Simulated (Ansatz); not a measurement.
Geometry relaxation, with input and output: C2H8OSi

The run: geometry relaxation of C2H8OSi, SMILES CO[SiH2]C. Method and program: RKS PBE0-D4/def2-TZVP (Ansatz 0.2.0).

The geometry: PBE-D4/def2-SVP start. Figures and captions count atoms from 1; the log counts them from 0 in places.

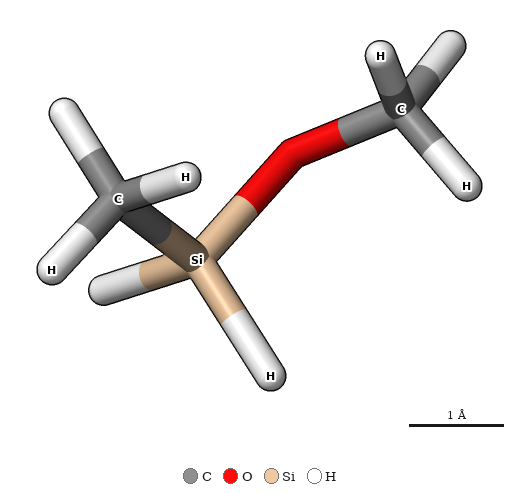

*The structure as given in the input (stick view, seen at a tilt).*

Bond lengths as drawn: C–H 1.11 to 1.12 Å, C–O 1.41 Å, C–Si 1.88 Å, H–Si 1.50 to 1.51 Å and O–Si 1.69 Å.

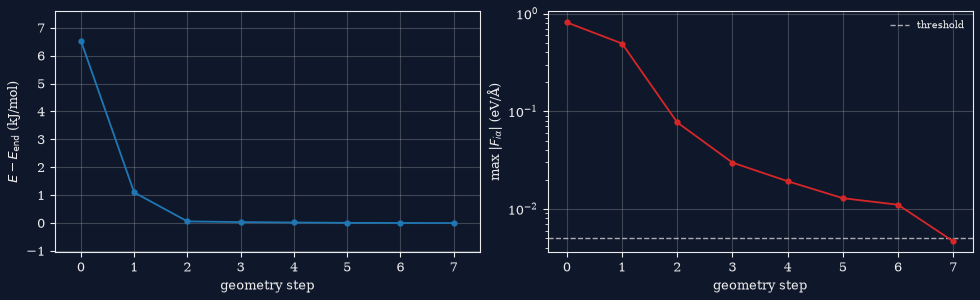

*Progress of the relaxation, step by step (the first geometry is step 0 here and step 1 in the log).*

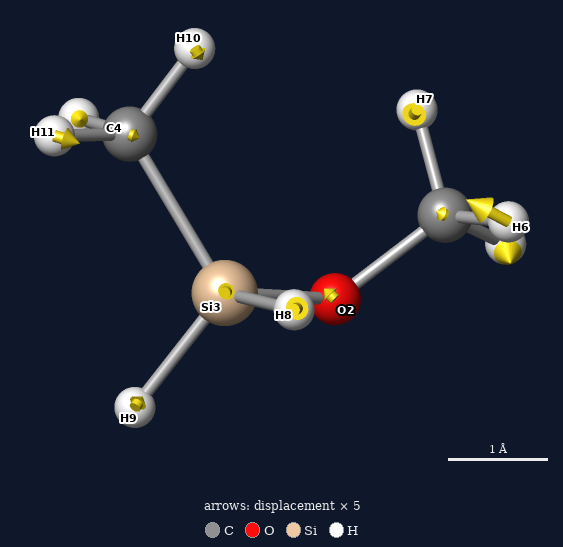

*The starting structure with the displacements as yellow arrows, magnified 5 times (ball-and-stick view, seen at a tilt). The two geometries are laid on each other by the best rigid fit.*

The largest move after the best rigid fit is that of H6, 0.10 Å. By element the largest moves are H 0.10 Å, O 0.03 Å, Si 0.03 Å, C 0.02 Å. Among the contacts that change: O2–Si3 1.685 → 1.646 Å, Si3–C4 1.884 → 1.864 Å, C1–H6 1.117 → 1.097 Å, Si3–H8 1.513 → 1.494 Å. After 7 geometry steps the energy has fallen by 6.54 kJ/mol. The largest force component goes from 0.81 to 0.0047 eV/Å. (Atoms are counted from 1 in the order of the input.)

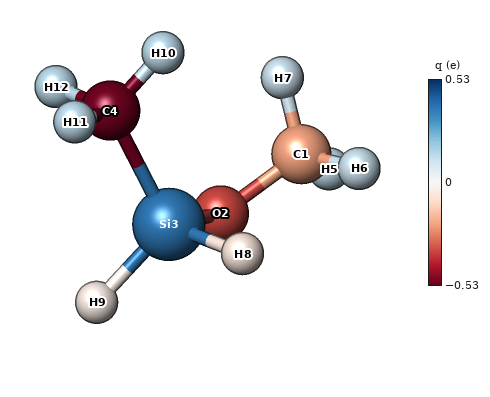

*Mulliken charges, as the colour of each atom (ball-and-stick view, seen at a tilt; atoms are numbered from 1 in the order of the input).*

By element: C −0.51 to −0.21, O −0.35, Si +0.38 and H −0.06 to +0.14 e.

The input and output of the run follow.

**Input file**
```yaml
crystal:
  periodic: [false, false, false]
  atoms:
    - {symbol: C, position_ang: [0.098185, 1.614421, -1.025576]}
    - {symbol: O, position_ang: [0.740760, 0.358426, -1.051115]}
    - {symbol: Si, position_ang: [0.827299, -0.655607, 0.292199]}
    - {symbol: C, position_ang: [-0.866015, -1.295310, 0.815100]}
    - {symbol: H, position_ang: [0.246859, 2.111551, -2.007569]}
    - {symbol: H, position_ang: [0.512528, 2.289074, -0.237654]}
    - {symbol: H, position_ang: [-1.001944, 1.529864, -0.854046]}
    - {symbol: H, position_ang: [1.461610, 0.083018, 1.449781]}
    - {symbol: H, position_ang: [1.715137, -1.786688, -0.135533]}
    - {symbol: H, position_ang: [-1.531550, -0.470666, 1.143319]}
    - {symbol: H, position_ang: [-0.763821, -2.002519, 1.664958]}
    - {symbol: H, position_ang: [-1.362146, -1.830664, -0.019964]}
basis:
  gaussian: {orbitals: def2-TZVP}
hamiltonian: {xc: pbe0, dispersion: d4}
relax: {f_tol: 0.005, max_steps: 150}
```

Command:
```bash
ansatz run in.yaml --threads 4 --pin off --events-out ev --progress --plain --max-ram 10444MiB
```

**Log**
```
Functional definition: PBE0
  name "PBE0"
  cite "Adamo & Barone, J. Chem. Phys. 110, 6158 (1999) doi:10.1063/1.478522"
  cite "Perdew, Burke & Ernzerhof, Phys. Rev. Lett. 77, 3865 (1996) doi:10.1103/PhysRevLett.77.3865"
  parent pbe
  parameter a = 0.25
  parameter kappa = 0.804
  parameter beta = 0.06672455060314922
  exchange = (1 - a)*pbe_x(kappa = kappa, mu = beta*pi^2/3) + a*exact_x
  correlation = pbe_c(beta = beta)
1131 factors; their error is unknown
mean field evaluation 1: about -12115.2336 eV, gradient 6.5e1 eV
mean field evaluation 2: about -12108.7349 eV, gradient 8.4e1 eV
mean field evaluation 4: about -12123.7247 eV, gradient 4.2e0 eV
mean field evaluation 8: about -12123.7858 eV, gradient 4.5e-2 eV
mean field -12123.78582785 eV, -445.5409113762 hartree, gradient 2.0e-5 eV, S^2 0.000000; 0 other end points of the search recorded, 0 dependent functions left out
the calculation of the forces begins
reference -12123.78586112 eV, -445.5409125988 hartree; 21, 21 occupied and 157, 157 virtual orbitals, 1131 factors
relax step   1: F+E_penalty+E_count = -12123.95851138 eV  Δ(F+E_penalty+E_count) = +0.000e0 eV  max|allowed force component| = 8.118e-1 eV/Å  Δτ_max = 0.0000 Å  (26 SCF iters, accepted)
these checks for a lower state are left out or cut short: starts, cluster_reference, orbital_swaps, neighbouring_geometries, increment
1131 factors; their error is unknown
mean field evaluation 16: about -12123.8088 eV, gradient 1.9e0 eV
mean field -12123.84111240 eV, -445.5429430462 hartree, gradient 1.0e-5 eV, S^2 0.000000; 0 other end points of the search recorded, 0 dependent functions left out
the calculation of the forces begins
reference -12123.84114536 eV, -445.5429442573 hartree; 21, 21 occupied and 157, 157 virtual orbitals, 1131 factors
relax step   2: F+E_penalty+E_count = -12124.01489270 eV  Δ(F+E_penalty+E_count) = -5.638e-2 eV  max|allowed force component| = 4.940e-1 eV/Å  Δτ_max = 0.0354 Å  (30 SCF iters, accepted)
these checks for a lower state are left out or cut short: starts, cluster_reference, orbital_swaps, neighbouring_geometries, increment
1131 factors; their error is unknown
mean field -12123.85116086 eV, -445.5433123200 hartree, gradient 1.0e-5 eV, S^2 0.000000; 0 other end points of the search recorded, 0 dependent functions left out
the calculation of the forces begins
reference -12123.85119361 eV, -445.5433135237 hartree; 21, 21 occupied and 157, 157 virtual orbitals, 1131 factors
relax step   3: F+E_penalty+E_count = -12124.02566305 eV  Δ(F+E_penalty+E_count) = -1.077e-2 eV  max|allowed force component| = 7.693e-2 eV/Å  Δτ_max = 0.0214 Å  (31 SCF iters, accepted)
these checks for a lower state are left out or cut short: starts, cluster_reference, orbital_swaps, neighbouring_geometries, increment
1131 factors; their error is unknown
mean field evaluation 32: about -12123.8513 eV, gradient 3.5e-1 eV
mean field -12123.85143402 eV, -445.5433223584 hartree, gradient 9.7e-6 eV, S^2 0.000000; 0 other end points of the search recorded, 0 dependent functions left out
the calculation of the forces begins
reference -12123.85146677 eV, -445.5433235622 hartree; 21, 21 occupied and 157, 157 virtual orbitals, 1131 factors
relax step   4: F+E_penalty+E_count = -12124.02592477 eV  Δ(F+E_penalty+E_count) = -2.617e-4 eV  max|allowed force component| = 2.982e-2 eV/Å  Δτ_max = 0.0055 Å  (31 SCF iters, accepted)
these checks for a lower state are left out or cut short: starts, cluster_reference, orbital_swaps, neighbouring_geometries, increment
1131 factors; their error is unknown
mean field -12123.85169906 eV, -445.5433320986 hartree, gradient 9.7e-6 eV, S^2 0.000000; 0 other end points of the search recorded, 0 dependent functions left out
the calculation of the forces begins
reference -12123.85173185 eV, -445.5433333035 hartree; 21, 21 occupied and 157, 157 virtual orbitals, 1131 factors
relax step   5: F+E_penalty+E_count = -12124.02607375 eV  Δ(F+E_penalty+E_count) = -1.490e-4 eV  max|allowed force component| = 1.924e-2 eV/Å  Δτ_max = 0.0184 Å  (29 SCF iters, accepted)
these checks for a lower state are left out or cut short: starts, cluster_reference, orbital_swaps, neighbouring_geometries, increment
1131 factors; their error is unknown
mean field -12123.85201234 eV, -445.5433436115 hartree, gradient 9.6e-6 eV, S^2 0.000000; 0 other end points of the search recorded, 0 dependent functions left out
the calculation of the forces begins
reference -12123.85204517 eV, -445.5433448179 hartree; 21, 21 occupied and 157, 157 virtual orbitals, 1131 factors
relax step   6: F+E_penalty+E_count = -12124.02620950 eV  Δ(F+E_penalty+E_count) = -1.357e-4 eV  max|allowed force component| = 1.290e-2 eV/Å  Δτ_max = 0.0288 Å  (30 SCF iters, accepted)
these checks for a lower state are left out or cut short: starts, cluster_reference, orbital_swaps, neighbouring_geometries, increment
1131 factors; their error is unknown
mean field -12123.85205408 eV, -445.5433451454 hartree, gradient 9.6e-6 eV, S^2 0.000000; 0 other end points of the search recorded, 0 dependent functions left out
the calculation of the forces begins
reference -12123.85208692 eV, -445.5433463522 hartree; 21, 21 occupied and 157, 157 virtual orbitals, 1131 factors
relax step   7: F+E_penalty+E_count = -12124.02624872 eV  Δ(F+E_penalty+E_count) = -3.922e-5 eV  max|allowed force component| = 1.106e-2 eV/Å  Δτ_max = 0.0088 Å  (30 SCF iters, accepted)
these checks for a lower state are left out or cut short: starts, cluster_reference, orbital_swaps, neighbouring_geometries, increment
1131 factors; their error is unknown
mean field evaluation 64: about -12123.8521 eV, gradient 9.7e-6 eV
mean field -12123.85205752 eV, -445.5433452718 hartree, gradient 9.7e-6 eV, S^2 0.000000; 0 other end points of the search recorded, 0 dependent functions left out
the calculation of the forces begins
reference -12123.85209037 eV, -445.5433464789 hartree; 21, 21 occupied and 157, 157 virtual orbitals, 1131 factors
relax step   8: F+E_penalty+E_count = -12124.02627990 eV  Δ(F+E_penalty+E_count) = -3.119e-5 eV  max|allowed force component| = 4.671e-3 eV/Å  Δτ_max = 0.0151 Å  (30 SCF iters, accepted)
1131 factors; their error is unknown
mean field -12123.85205752 eV, -445.5433452718 hartree, gradient 9.7e-6 eV, S^2 0.000000; 1 other end points of the search recorded, 0 dependent functions left out
the calculation of the forces begins
reference -12123.85209037 eV, -445.5433464789 hartree; 21, 21 occupied and 157, 157 virtual orbitals, 1131 factors
Total energy: -12124.02631275 eV, -445.5497490334 hartree
Atom 0 at     0.090913     1.599502    -1.010710 Å, force    -0.001693     0.003060     0.001985 eV/Å
Atom 1 at     0.715314     0.340310    -1.046324 Å, force     0.000601    -0.002992    -0.002954 eV/Å
Atom 2 at     0.813079    -0.647301     0.266875 Å, force     0.000009     0.004194     0.003095 eV/Å
Atom 3 at    -0.854178    -1.277028     0.813411 Å, force     0.001752     0.000061    -0.004671 eV/Å
Atom 4 at     0.306486     2.118040    -1.946783 Å, force     0.000128     0.000234     0.000016 eV/Å
Atom 5 at     0.464358     2.214361    -0.182192 Å, force    -0.000844    -0.001493    -0.000758 eV/Å
Atom 6 at    -0.997171     1.508076    -0.911535 Å, force     0.001451    -0.000898     0.000309 eV/Å
Atom 7 at     1.443101     0.096371     1.398528 Å, force     0.000343    -0.000130     0.000091 eV/Å
Atom 8 at     1.691660    -1.767902    -0.148769 Å, force    -0.001724    -0.001074     0.000121 eV/Å
Atom 9 at    -1.508818    -0.460020     1.127203 Å, force     0.001313    -0.001156     0.000069 eV/Å
Atom 10 at    -0.737347    -1.953775     1.664729 Å, force    -0.001295    -0.000520     0.001050 eV/Å
Atom 11 at    -1.350495    -1.825736     0.009468 Å, force    -0.000042     0.000714     0.001647 eV/Å
Dipole moment:    -0.251081     0.114708     0.125911 e Å
```

**Trajectory as extended XYZ (Å, eV, eV/Å), 8 frames, from step=1 to step=8**
```
12
Properties=species:S:1:pos:R:3:forces:R:3 step=1 energy=-12123.95851
C     0.0982    1.6144   -1.0256   -0.2191   0.4347   0.0342
O     0.7408    0.3584   -1.0511   -0.0923  -0.3363   0.8118
Si    0.8273   -0.6556    0.2922   -0.0982   0.4301  -0.5315
C    -0.8660   -1.2953    0.8151   -0.1812  -0.0442   0.0422
H     0.2469    2.1116   -2.0076   -0.0413  -0.3251   0.5102
H     0.5125    2.2891   -0.2377   -0.1721  -0.4261  -0.4027
H    -1.0019    1.5299   -0.8540    0.6043  -0.0420  -0.0912
H     1.4616    0.0830    1.4498   -0.1567  -0.1471  -0.2812
H     1.7151   -1.7867   -0.1355   -0.1829   0.2476   0.0757
H    -1.5315   -0.4707    1.1433    0.3252  -0.3926  -0.1595
H    -0.7638   -2.0025    1.6650   -0.0294   0.3431  -0.4095
H    -1.3621   -1.8307   -0.0200    0.2438   0.2580   0.4016
12
Properties=species:S:1:pos:R:3:forces:R:3 step=2 energy=-12124.01489
C     0.0949    1.6007   -1.0122   -0.0913   0.1788   0.0051
O     0.7376    0.3514   -1.0450    0.0145  -0.3409   0.4940
Si    0.8226   -0.6506    0.2866   -0.1101   0.3195  -0.4478
C    -0.8616   -1.2799    0.8064   -0.0018  -0.0073   0.0060
H     0.2459    2.0928   -1.9812   -0.0207  -0.0825   0.1577
H     0.5069    2.2561   -0.2263   -0.0568  -0.1281  -0.1254
H    -0.9908    1.5035   -0.8447    0.1878  -0.0046  -0.0305
H     1.4454    0.0907    1.4277   -0.0311  -0.0365  -0.0547
H     1.7047   -1.7688   -0.1387   -0.0412   0.0445   0.0387
H    -1.5189   -0.4619    1.1273    0.0970  -0.1093  -0.0439
H    -0.7578   -1.9747    1.6506   -0.0161   0.0942  -0.1123
H    -1.3521   -1.8143   -0.0166    0.0699   0.0722   0.1132
12
Properties=species:S:1:pos:R:3:forces:R:3 step=3 energy=-12124.02566
C     0.0925    1.5926   -1.0048   -0.0166   0.0514  -0.0211
O     0.7350    0.3439   -1.0394    0.0039  -0.0642   0.0655
Si    0.8182   -0.6453    0.2770    0.0004   0.0309  -0.0769
C    -0.8572   -1.2715    0.8009    0.0202  -0.0016   0.0019
H     0.2472    2.0863   -1.9657    0.0036   0.0068  -0.0089
H     0.5005    2.2378   -0.2173    0.0089  -0.0016   0.0129
H    -0.9871    1.4916   -0.8432   -0.0101  -0.0100  -0.0003
H     1.4384    0.0948    1.4147    0.0072   0.0077   0.0176
H     1.6988   -1.7642   -0.1355    0.0078  -0.0176   0.0068
H    -1.5094   -0.4548    1.1182   -0.0134   0.0090   0.0046
H    -0.7530   -1.9595    1.6444   -0.0004  -0.0031   0.0053
H    -1.3470   -1.8067   -0.0154   -0.0112  -0.0077  -0.0073
12
Properties=species:S:1:pos:R:3:forces:R:3 step=4 energy=-12124.02592
C     0.0920    1.5938   -1.0054   -0.0088   0.0298  -0.0087
O     0.7338    0.3438   -1.0393   -0.0033  -0.0175   0.0134
Si    0.8182   -0.6453    0.2746    0.0061   0.0020  -0.0119
C    -0.8565   -1.2716    0.8012    0.0032  -0.0011  -0.0019
H     0.2514    2.0897   -1.9648    0.0038  -0.0008   0.0000
H     0.4979    2.2361   -0.2139    0.0008  -0.0031   0.0025
H    -0.9885    1.4922   -0.8484    0.0007  -0.0044  -0.0024
H     1.4385    0.0944    1.4137    0.0029   0.0012   0.0038
H     1.6986   -1.7664   -0.1352    0.0006  -0.0033   0.0018
H    -1.5096   -0.4549    1.1185   -0.0028   0.0013   0.0003
H    -0.7509   -1.9581    1.6460    0.0007  -0.0020   0.0031
H    -1.3481   -1.8088   -0.0132   -0.0038  -0.0022  -0.0001
12
Properties=species:S:1:pos:R:3:forces:R:3 step=5 energy=-12124.02607
C     0.0921    1.5964   -1.0076    0.0014   0.0146  -0.0192
O     0.7252    0.3416   -1.0411    0.0007  -0.0016   0.0124
Si    0.8161   -0.6450    0.2738   -0.0018  -0.0023  -0.0102
C    -0.8560   -1.2746    0.8045    0.0007  -0.0075   0.0102
H     0.2670    2.0953   -1.9627   -0.0008   0.0033   0.0012
H     0.4934    2.2318   -0.2085    0.0023  -0.0021   0.0072
H    -0.9908    1.5016   -0.8640   -0.0011  -0.0064   0.0000
H     1.4383    0.0970    1.4107   -0.0003   0.0017  -0.0007
H     1.6976   -1.7652   -0.1363   -0.0001  -0.0019   0.0006
H    -1.5100   -0.4600    1.1254   -0.0008   0.0043  -0.0014
H    -0.7460   -1.9619    1.6483   -0.0011  -0.0012   0.0010
H    -1.3498   -1.8121   -0.0083    0.0007  -0.0008  -0.0011
12
Properties=species:S:1:pos:R:3:forces:R:3 step=6 energy=-12124.02621
C     0.0924    1.6005   -1.0113    0.0036  -0.0083  -0.0026
O     0.7166    0.3406   -1.0441   -0.0016   0.0089  -0.0052
Si    0.8128   -0.6456    0.2701    0.0002   0.0004   0.0106
C    -0.8550   -1.2785    0.8108   -0.0043  -0.0058   0.0047
H     0.2913    2.1083   -1.9573   -0.0032  -0.0043   0.0129
H     0.4814    2.2237   -0.1962   -0.0052  -0.0016  -0.0051
H    -0.9940    1.5101   -0.8913    0.0091   0.0030  -0.0019
H     1.4377    0.0989    1.4041    0.0004   0.0010  -0.0030
H     1.6947   -1.7655   -0.1407   -0.0025   0.0018  -0.0039
H    -1.5095   -0.4646    1.1327    0.0016   0.0019  -0.0025
H    -0.7396   -1.9639    1.6556    0.0019   0.0036  -0.0039
H    -1.3517   -1.8191    0.0016    0.0001  -0.0006  -0.0001
12
Properties=species:S:1:pos:R:3:forces:R:3 step=7 energy=-12124.02625
C     0.0920    1.6004   -1.0113    0.0028  -0.0076   0.0022
O     0.7156    0.3403   -1.0447   -0.0024   0.0111  -0.0096
Si    0.8127   -0.6460    0.2692   -0.0014  -0.0024   0.0053
C    -0.8548   -1.2785    0.8119   -0.0032  -0.0004   0.0020
H     0.2979    2.1121   -1.9535   -0.0011  -0.0027   0.0066
H     0.4753    2.2202   -0.1909   -0.0040  -0.0012  -0.0038
H    -0.9951    1.5103   -0.8995    0.0061   0.0014  -0.0008
H     1.4397    0.0991    1.4018   -0.0009  -0.0024  -0.0019
H     1.6928   -1.7664   -0.1441   -0.0004   0.0022   0.0001
H    -1.5094   -0.4636    1.1310    0.0018  -0.0016  -0.0013
H    -0.7382   -1.9607    1.6591   -0.0006   0.0016  -0.0009
H    -1.3515   -1.8223    0.0048    0.0033   0.0019   0.0021
12
Properties=species:S:1:pos:R:3:forces:R:3 step=8 energy=-12124.02628
C     0.0909    1.5995   -1.0107   -0.0017   0.0031   0.0020
O     0.7153    0.3403   -1.0463    0.0006  -0.0030  -0.0030
Si    0.8131   -0.6473    0.2669    0.0000   0.0042   0.0031
C    -0.8542   -1.2770    0.8134    0.0018   0.0001  -0.0047
H     0.3065    2.1180   -1.9468    0.0001   0.0002   0.0000
H     0.4644    2.2144   -0.1822   -0.0008  -0.0015  -0.0008
H    -0.9972    1.5081   -0.9115    0.0015  -0.0009   0.0003
H     1.4431    0.0964    1.3985    0.0003  -0.0001   0.0001
H     1.6917   -1.7679   -0.1488   -0.0017  -0.0011   0.0001
H    -1.5088   -0.4600    1.1272    0.0013  -0.0012   0.0001
H    -0.7373   -1.9538    1.6647   -0.0013  -0.0005   0.0010
H    -1.3505   -1.8257    0.0095    0.0000   0.0007   0.0016
```

**Summary**

| quantity | value |
| --- | --- |
| outcome | converged |
| total energy | −12124.0263 eV |
| mean-field energy | −12123.8521 eV |
| dispersion energy | −0.1742 eV |
| SCF solution under orbital rotations | stable |
| largest force (length of the vector) at the end | 0.005 eV/Å |
| dipole moment | 1.46 D |
| hardware | 4 threads of Arm Neoverse V2, 23 GiB of memory available, shared host |
| wall time | 20 s (CPU time 73 s) |
| peak memory | 0.41 GiB |
